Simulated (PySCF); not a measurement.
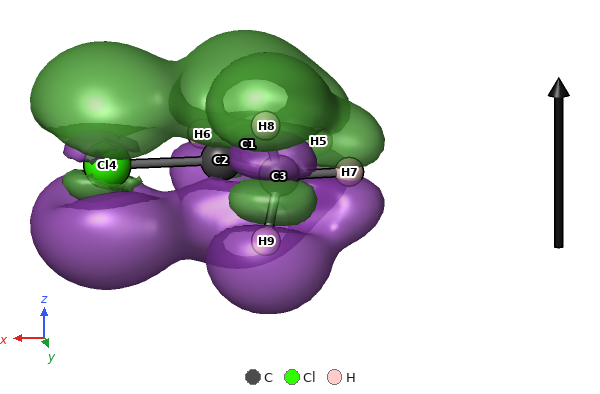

Figure 1: C3H5Cl, SMILES `C=C(C)Cl`. Change of the electron density in a uniform field of 0.10 V/Å along +z (arrow), surfaces at ±0.0004 e/Å³ (purple: gain, green: loss).

Method: BP86/def2-SVPD; geometry: GFN2-xTB; program: PySCF. No frequency check shows the geometry to be a minimum. GFN2-xTB bond lengths at metals and heavier atoms can be off by up to 0.1 Å and shapes distorted, which carries into these values.

How large is the response?

The induced dipole is 0.20 D (along the field); α along this axis, from the fields in both directions, is 40 bohr³ (5.9 Å³).

Which atoms gain and lose the most charge?

Electrons gather most on H9 (Hirshfeld charge changes by −0.003 e) and leave H8 most (+0.003 e); 0.021 electrons are displaced in all.
